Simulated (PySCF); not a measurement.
**BPH6 (SMILES [BH3-][PH3+]): levels of theory compared**

Aim: a comparison of 5 runs (HF/STO-3G, HF/def2-SVPD, B3LYP/6-31G*, MP2/6-31G*, CCSD/6-31G**) of BPH6. Input form: a Python script.

Program for the calculation: PySCF 2.14.0.

## Step 1: The molecule

BPH6 has 8 atoms, charge 0, and is taken as a singlet. As SMILES, `[BH3-][PH3+]`. The shape is that of a PBE0-D4/def2-TZVP optimisation.

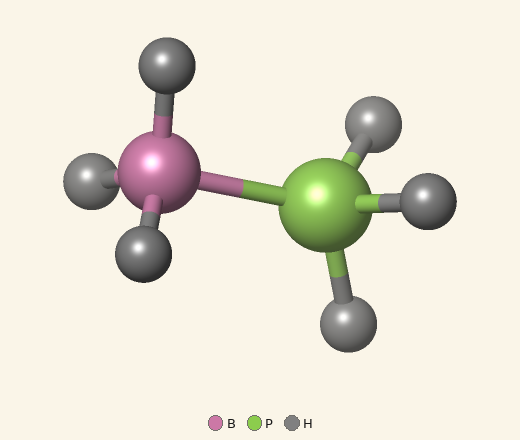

Viewed from a chosen angle; boron pink, phosphorus green, hydrogen grey.

## Step 2: Energy and forces at HF/STO-3G (run 1)

File calc.py:

```python
# [BH3-][PH3+]
from pyscf import gto

system = gto.Mole()
system.atom = '''
B     -0.556100     0.227200    -0.914000
P      0.433900    -0.181600     0.667700
H     -1.693400     0.343100    -0.520100
H     -0.367800    -0.730200    -1.628000
H     -0.055500     1.254200    -1.309900
H      0.418800     0.755700     1.718800
H      1.823100    -0.380300     0.547100
H      0.089200    -1.345200     1.382600
'''
system.verbose = 3
system.max_memory = 1860
system.charge = 0
system.basis = 'sto-3g'
system.build()

myscf = system.RHF()
myscf.conv_tol = 1e-10
myscf.kernel()
if not myscf.converged:
    myscf = myscf.newton().run(myscf.mo_coeff, myscf.mo_occ)

e_final = myscf.e_tot
print(f'total energy: {e_final:.8f} hartree')
grad = myscf.nuc_grad_method().kernel()
myscf.analyze()
```

Launch:

```bash
OMP_NUM_THREADS=1 python calc.py
```

The program printed:

```text
converged SCF energy = -364.746421918468
total energy: -364.74642192 hartree
--------------- RHF gradients ---------------
         x                y                z
0 B     0.0222803219    -0.0092619436     0.0355618303
1 P    -0.0328719062     0.0136306315    -0.0524722383
2 H    -0.0280138356     0.0023715293     0.0127505983
3 H     0.0064457830    -0.0255166290    -0.0160746574
4 H     0.0145899340     0.0260711742    -0.0077952691
5 H     0.0005313362     0.0135726942     0.0167775195
6 H     0.0213978341    -0.0032698126    -0.0005737250
7 H    -0.0043594676    -0.0175976441     0.0118259418
----------------------------------------------
**** MO energy ****
MO #1   energy= -79.104180772822   occ= 2
MO #2   energy= -7.39833254352216  occ= 2
MO #3   energy= -7.27989609680856  occ= 2
MO #4   energy= -5.22474152724523  occ= 2
MO #5   energy= -5.2247408063163   occ= 2
MO #6   energy= -5.22428209243455  occ= 2
MO #7   energy= -0.900225858823098 occ= 2
MO #8   energy= -0.631080049278133 occ= 2
MO #9   energy= -0.550181730730802 occ= 2
MO #10  energy= -0.550153163120124 occ= 2
MO #11  energy= -0.380845154861842 occ= 2
MO #12  energy= -0.364910730382175 occ= 2
MO #13  energy= -0.36488961362783  occ= 2
MO #14  energy= 0.41066561419365   occ= 0
MO #15  energy= 0.410711429880438  occ= 0
MO #16  energy= 0.455575161318875  occ= 0
MO #17  energy= 0.601422488454716  occ= 0
MO #18  energy= 0.81238521623354   occ= 0
MO #19  energy= 0.812479679563571  occ= 0
MO #20  energy= 0.84450066558953   occ= 0
 ** Mulliken atomic charges  **
charge of    0B =     -0.24496
charge of    1P =      0.66087
charge of    2H =     -0.09478
charge of    3H =     -0.09474
charge of    4H =     -0.09478
charge of    5H =     -0.04386
charge of    6H =     -0.04387
charge of    7H =     -0.04388
Dipole moment(X, Y, Z, Debye):  2.82855, -1.16819,  4.51894
```

It took 5.5 s on 1 thread of Intel Xeon at 2.50GHz (Skylake/Cascade Lake), shared host; peak memory 0.12 GiB.

## Step 3: Energy and gradient at HF/def2-SVPD (run 2)

File job.py:

```python
# [BH3-][PH3+]
import pyscf.grad
from pyscf import gto

mol = gto.M(
    atom='''
B     -1.050877     0.429346    -1.727210
P      0.819952    -0.343174     1.261770
H     -3.200062     0.648365    -0.982847
H     -0.695041    -1.379878    -3.076474
H     -0.104880     2.370095    -2.475352
H      0.791417     1.428066     3.248061
H      3.445160    -0.718663     1.033869
H      0.168564    -2.542060     2.612735
''',
    max_memory=1860,
    unit='bohr',
    verbose=3,
    basis='def2-svpd',
    charge=0,
)

mf = mol.RHF()
mf.conv_tol = 1e-10
mf.kernel()
if not mf.converged:
    mf = mf.newton().run(mf.mo_coeff, mf.mo_occ)

energy = mf.e_tot
print(f'total energy: {energy:.8f} hartree')
grad = mf.Gradients().kernel()
dip = mf.dip_moment()
pop, q = mf.mulliken_pop()
```

Launch:

```bash
OMP_NUM_THREADS=1 python job.py
```

The program printed:

```text
converged SCF energy = -368.756278306945
total energy: -368.75627831 hartree
--------------- RHF gradients ---------------
         x                y                z
0 B     0.0065580710    -0.0027401742     0.0104774582
1 P    -0.0145062576     0.0060295842    -0.0231489694
2 H     0.0033481333    -0.0005333212     0.0000500704
3 H     0.0001620387     0.0020588056     0.0027082351
4 H    -0.0005730595    -0.0027152075     0.0019415721
5 H     0.0011389982     0.0008717320     0.0033733167
6 H     0.0032151739    -0.0007764593     0.0016881696
7 H     0.0006569020    -0.0021949595     0.0029101472
----------------------------------------------
Dipole moment(X, Y, Z, Debye):  2.28136, -0.94214,  3.64479
 ** Mulliken pop  **
pop of  0 B 1s            1.98919
pop of  0 B 2s            0.72741
pop of  0 B 3s            0.49963
pop of  0 B 4s           -0.03159
pop of  0 B 2px           0.57147
pop of  0 B 2py           0.61376
pop of  0 B 2pz           0.49252
pop of  0 B 3px           0.20288
pop of  0 B 3py           0.28070
pop of  0 B 3pz           0.05765
pop of  0 B 3dxy          0.00876
pop of  0 B 3dyz          0.00874
pop of  0 B 3dz^2         0.00799
pop of  0 B 3dxz          0.01626
pop of  0 B 3dx2-y2       0.01171
pop of  0 B 4dxy          0.00025
pop of  0 B 4dyz          0.01116
pop of  0 B 4dz^2         0.00875
pop of  0 B 4dxz          0.00533
pop of  0 B 4dx2-y2       0.00560
pop of  1 P 1s            1.99925
pop of  1 P 2s            1.98994
pop of  1 P 3s            1.13741
pop of  1 P 4s            0.17970
pop of  1 P 5s            0.05280
pop of  1 P 2px           1.97861
pop of  1 P 2py           1.97793
pop of  1 P 2pz           1.97987
pop of  1 P 3px           0.47138
pop of  1 P 3py           0.43994
pop of  1 P 3pz           0.53036
pop of  1 P 4px           0.70585
pop of  1 P 4py           0.66982
pop of  1 P 4pz           0.77335
pop of  1 P 3dxy          0.00960
pop of  1 P 3dyz          0.06951
pop of  1 P 3dz^2         0.02904
pop of  1 P 3dxz          0.01203
pop of  1 P 3dx2-y2       0.05557
pop of  1 P 4dxy          0.01120
pop of  1 P 4dyz          0.10838
pop of  1 P 4dz^2         0.05566
pop of  1 P 4dxz          0.00595
pop of  1 P 4dx2-y2       0.07136
pop of  2 H 1s            0.74437
pop of  2 H 2s            0.18525
pop of  2 H 2px           0.00946
pop of  2 H 2py           0.00178
pop of  2 H 2pz           0.00189
pop of  2 H 3px          -0.01262
pop of  2 H 3py          -0.01438
pop of  2 H 3pz           0.02100
pop of  3 H 1s            0.74440
pop of  3 H 2s            0.18511
pop of  3 H 2px           0.00166
pop of  3 H 2py           0.00660
pop of  3 H 2pz           0.00486
pop of  3 H 3px          -0.00219
pop of  3 H 3py          -0.00393
pop of  3 H 3pz           0.00013
pop of  4 H 1s            0.74437
pop of  4 H 2s            0.18526
pop of  4 H 2px           0.00269
pop of  4 H 2py           0.00783
pop of  4 H 2pz           0.00260
pop of  4 H 3px           0.00295
pop of  4 H 3py          -0.01375
pop of  4 H 3pz           0.00480
pop of  5 H 1s            0.74083
pop of  5 H 2s            0.01912
pop of  5 H 2px           0.00117
pop of  5 H 2py           0.00734
pop of  5 H 2pz           0.00915
pop of  5 H 3px          -0.00543
pop of  5 H 3py           0.01124
pop of  5 H 3pz           0.01237
pop of  6 H 1s            0.74077
pop of  6 H 2s            0.01910
pop of  6 H 2px           0.01481
pop of  6 H 2py           0.00130
pop of  6 H 2pz           0.00155
pop of  6 H 3px           0.02289
pop of  6 H 3py          -0.01037
pop of  6 H 3pz           0.00565
pop of  7 H 1s            0.74078
pop of  7 H 2s            0.01911
pop of  7 H 2px           0.00205
pop of  7 H 2py           0.01065
pop of  7 H 2pz           0.00496
pop of  7 H 3px          -0.00011
pop of  7 H 3py           0.01372
pop of  7 H 3pz           0.00456
 ** Mulliken atomic charges  **
charge of    0B =     -0.48816
charge of    1P =     -0.31449
charge of    2H =      0.06325
charge of    3H =      0.06336
charge of    4H =      0.06324
charge of    5H =      0.20422
charge of    6H =      0.20430
charge of    7H =      0.20428
```

It took 14 s on 1 thread of Intel Xeon at 2.50GHz (Skylake/Cascade Lake), shared host; peak memory 0.19 GiB.

Runs 3 to 4 aren't shown in full; the table further down has their settings and results.

## Step 4: The energy at CCSD/6-31G(d,p) (spherical functions) (run 5)

File job.py:

```python
# [BH3-][PH3+]
from pyscf import gto, cc

mol = gto.M(
    atom='''
B     -0.556100     0.227200    -0.914000
P      0.433900    -0.181600     0.667700
H     -1.693400     0.343100    -0.520100
H     -0.367800    -0.730200    -1.628000
H     -0.055500     1.254200    -1.309900
H      0.418800     0.755700     1.718800
H      1.823100    -0.380300     0.547100
H      0.089200    -1.345200     1.382600
''',
    max_memory=1860,
    verbose=4,
    charge=0,
    basis='6-31g**',
)

hf = mol.RHF()
hf.conv_tol = 1e-10
hf.kernel()
if not hf.converged:
    hf = hf.newton().run(hf.mo_coeff, hf.mo_occ)

mycc = cc.CCSD(hf, frozen=6)
mycc.kernel()
energy = mycc.e_tot
print('E(%s) = %.9f' % ('CCSD', energy))
hf.analyze()
```

Launch:

```bash
OMP_NUM_THREADS=1 python job.py
```

The program printed:

```text
PySCF version 2.14.0

[... 60 lines left out ...]
converged SCF energy = -368.859032865438
[... 30 lines left out ...]
Two-electron Coulomb Energy =          226.148588633789927
[... 8 lines left out ...]
MO #6   energy= -5.43861642558639  occ= 2
[... 6 lines left out ...]
MO #13  energy= -0.432627887155843 occ= 2
[... 6 lines left out ...]
MO #20  energy= 0.339044416062833  occ= 0
[... 6 lines left out ...]
MO #27  energy= 0.676766943315906  occ= 0
[... 6 lines left out ...]
MO #34  energy= 1.16946996332778   occ= 0
[... 6 lines left out ...]
MO #41  energy= 1.59627363167911   occ= 0
[... 6 lines left out ...]
MO #48  energy= 2.3633395293966    occ= 0
[... 6 lines left out ...]
MO #55  energy= 2.90040085473129   occ= 0
[... 6 lines left out ...]
MO #62  energy= 3.58608816090146   occ= 0
[... 34 lines left out ...]
pop of  2 H 1s            1.01964
pop of  2 H 2s            0.00186
pop of  2 H 2px           0.00106
pop of  2 H 2py           0.00006
pop of  2 H 2pz           0.00005
pop of  3 H 1s            1.01960
pop of  3 H 2s            0.00186
pop of  3 H 2px           0.00004
pop of  3 H 2py           0.00058
pop of  3 H 2pz           0.00055
pop of  4 H 1s            1.01964
pop of  4 H 2s            0.00186
pop of  4 H 2px           0.00013
pop of  4 H 2py           0.00079
pop of  4 H 2pz           0.00025
pop of  5 H 1s            1.00330
pop of  5 H 2s            0.00473
pop of  5 H 2px           0.00001
pop of  5 H 2py           0.00190
pop of  5 H 2pz           0.00229
pop of  6 H 1s            1.00333
pop of  6 H 2s            0.00473
pop of  6 H 2px           0.00406
pop of  6 H 2py           0.00008
pop of  6 H 2pz           0.00006
pop of  7 H 1s            1.00333
pop of  7 H 2s            0.00473
pop of  7 H 2px           0.00028
pop of  7 H 2py           0.00287
pop of  7 H 2pz           0.00105
 ** Mulliken atomic charges  **
charge of    0B =     -0.52568
charge of    1P =      0.63038
charge of    2H =     -0.02266
charge of    3H =     -0.02263
charge of    4H =     -0.02267
charge of    5H =     -0.01223
charge of    6H =     -0.01225
charge of    7H =     -0.01225
Dipole moment(X, Y, Z, Debye):  2.32224, -0.95906,  3.71000
```

It took 18 s on 1 thread of Intel Xeon at 2.50GHz (Skylake/Cascade Lake), shared host; peak memory 0.19 GiB.

## Step 5: The series

```csv
run,level,integration grid,frozen core orbitals,energy (Eh),dipole moment (D) of the reference,HOMO energy (eV),LUMO energy (eV),wall time
1,HF/STO-3G,–,–,-364.746422,5.46,-9.93,11.17,5.5 s
2,HF/def2-SVPD,–,–,-368.756278,4.40,-11.88,2.15,14 s
3,B3LYP/6-31G* (spherical functions),5,–,-369.783000,4.06,-8.18,0.68,39 s
4,MP2/6-31G* (spherical functions),–,6,-369.049007,4.49,-11.80,4.41,12 s
5,CCSD/6-31G** (spherical functions),–,6,-369.140317,4.48,-11.77,4.43,18 s
```

## Step 6: Outcome

| quantity | value |
| --- | --- |
| run 5: total energy | -369.14032 Eh |
| run 5: dipole moment (Hartree–Fock density) | 4.48 D |
| run 5: HOMO energy (Hartree–Fock orbitals) | -11.77 eV |
| run 5: LUMO energy (Hartree–Fock orbitals) | 4.43 eV |
| run 5: HOMO–LUMO gap (Hartree–Fock orbitals) | 16.21 eV |
| run 5: correlation energy (6 core orbitals frozen) | -281.3 mEh |
| run 5: T1 diagnostic | 0.010 |

Over runs 1, 2, 3 the dipole moment (its size) runs from 4.06 D (B3LYP/6-31G*) to 5.46 D (HF/STO-3G). The two ends differ in method and basis. Over runs 1, 2, 3 the HOMO–LUMO gap runs from 8.86 eV (B3LYP/6-31G*) to 21.10 eV (HF/STO-3G). In run 1 the basis is minimal, so the values are rough. All runs together took 89 s, the longest 39 s.
